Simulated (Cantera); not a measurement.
A closed system holds: 1 mol B₂O₃, 5.4 mol O₂, equilibrated at 25.0 Pa.

Equilibrium computed with Cantera from the NASA thermochemical tables; the gas is ideal and each condensed phase is pure. Candidate condensed phases: B, B₂O₃; 10 gas species. Equilibrium is a limit: real reactors are often held back by kinetics, nucleation or transport.

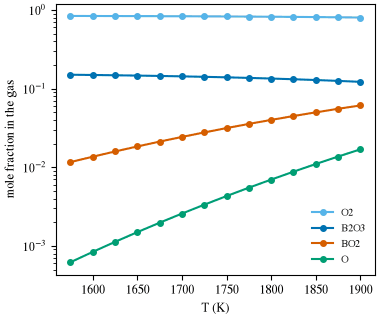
Equilibrium gas composition (values under 1e-9 drawn at 1e-9)

From 1575 K to 1900 K nothing is condensed. The main B-bearing gas is B₂O₃ throughout.
